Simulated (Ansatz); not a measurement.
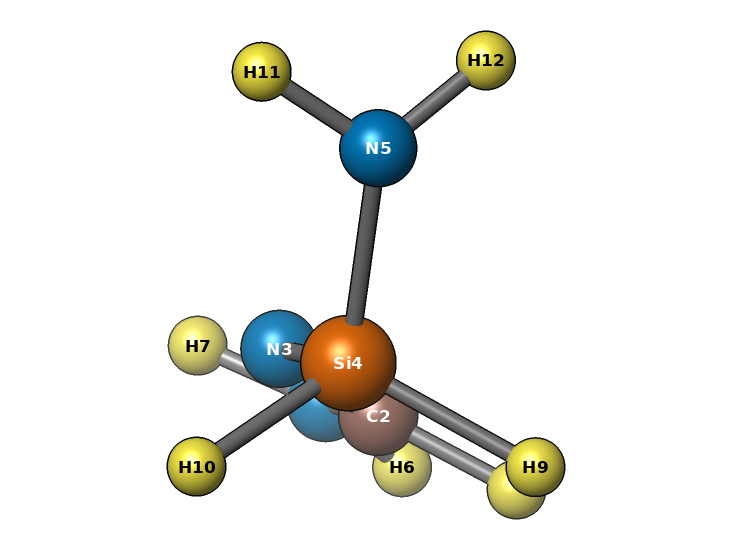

N3 lies behind Si4. The molecule seen a little off the Si4–N3 bond, Si4 in front. Distant atoms are faded towards the background colour. The computed structure is the end point of a PBE0-D4/def2-TZVP optimisation. No frequency run is at hand to confirm it as a minimum.

**What is the torsion angle N5–Si4–N3–C2? The sign is positive where the front bond must turn clockwise to cover the back bond.**

120°, anticlinal.
